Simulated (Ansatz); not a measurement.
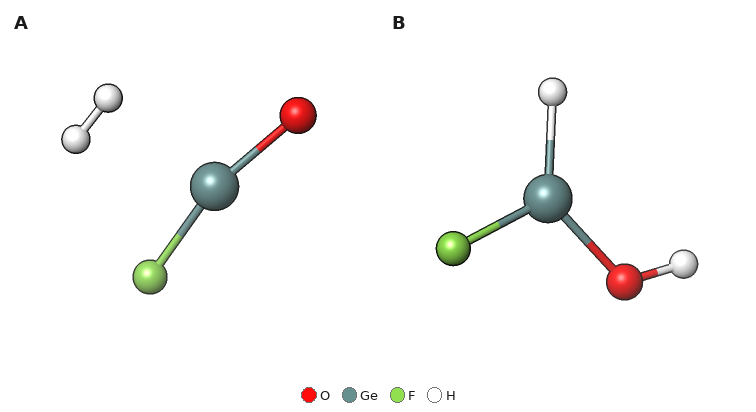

2 stationary structures of one formula. The species has charge +1 and is a spin singlet. Geometries: PBE0-D4/def2-TZVP. Electronic energies: RHF-CCSD(T) (frozen core)/def2-TZVPP (Ansatz 0.2.0), without zero-point energy. No frequency run is at hand to confirm each as a minimum.

Which structure is the most stable?

Answer. B is lowest (Cs); A lies 330.5 kJ/mol above it (Cs).

Give E(B) − E(A) in kJ/mol at these levels too: RHF-CCSD(T) (frozen core)/def2-TZVPP; PBE0-D4/def2-TZVP; r2SCAN-D4/def2-TZVPP; B3LYP-D4/def2-TZVPP; PBE0-D4/def2-TZVPP; PBE-D4/def2-TZVPP; ωB97M-V/def2-TZVPP.

```
                               level  E(B) − E(A) (kJ/mol)
RHF-CCSD(T) (frozen core)/def2-TZVPP                −330.5
                   PBE0-D4/def2-TZVP                −338.7
                r2SCAN-D4/def2-TZVPP                −324.0
                 B3LYP-D4/def2-TZVPP                −327.6
                  PBE0-D4/def2-TZVPP                −341.5
                   PBE-D4/def2-TZVPP                −299.3
                  ωB97M-V/def2-TZVPP                −348.2
```
